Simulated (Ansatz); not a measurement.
The reference is HfO₂ (space group P4_2/nmc, No. 137; a = 3.605 Å, c = 5.265 Å). Axes: x, y, z lie along a, b, c of the conventional cell.

Perturbation: uniaxial stress, 8 GPa tension along z, with the cell and atoms free to relax against it.

Computed with DFT with PBE, PAW potentials and a 420 eV plane-wave cutoff in Ansatz (a quantum-chemistry and plane-wave program), no spin-orbit coupling, earlier PAW set.

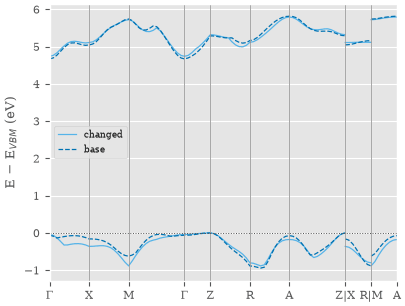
*Highest valence and lowest conduction band along the path, each from its own valence-band maximum*

Task: From the figure, how large is the changed gap, and is it direct?

Result: About 4.7 eV, indirect, Z → Γ.

Spin-orbit coupling, missing from the scalar runs, can matter with Hf. Load acts through the strain it causes; cell and atoms are relaxed under it. Stability under load was not tested beyond the relaxation. This is not the structure that HfO2 has at room temperature and ambient pressure.
